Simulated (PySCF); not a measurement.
Vertical excitations of a molecule C₂H₅FO₂Si from TDA-CAM-B3LYP/def2-SVPD in PySCF, as energy in eV (oscillator strength): 7.02 (0.002), 7.68 (0.040), 7.87 (0.538), 8.29 (0.054), 8.39 (0.019), 8.53 (0.001), 8.64 (0.002), 8.74 (0.004), 8.87 (0.042), 9.00 (0.010). Lowest triplet (TDA): 4.22 eV. The structure is a stationary point at B3LYP-D3(BJ)/def2-SVP. The values are those of a single conformer.

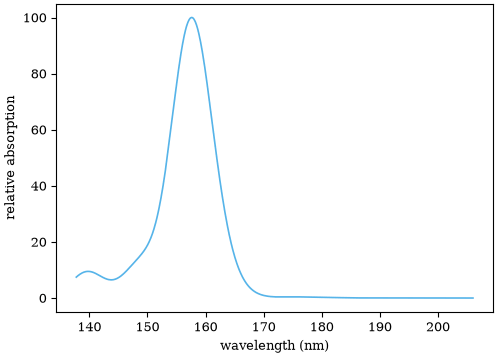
Fig. 1. The lines broadened by 0.4 eV.

Question: Which structure fits?
A) C[Si]1(F)OCO1
B) CC(=O)[Si@H](O)F
C) O=C(O)C[SiH2]F
D) C=C[Si](O)(O)F

Answer: D, C=C[Si](O)(O)F
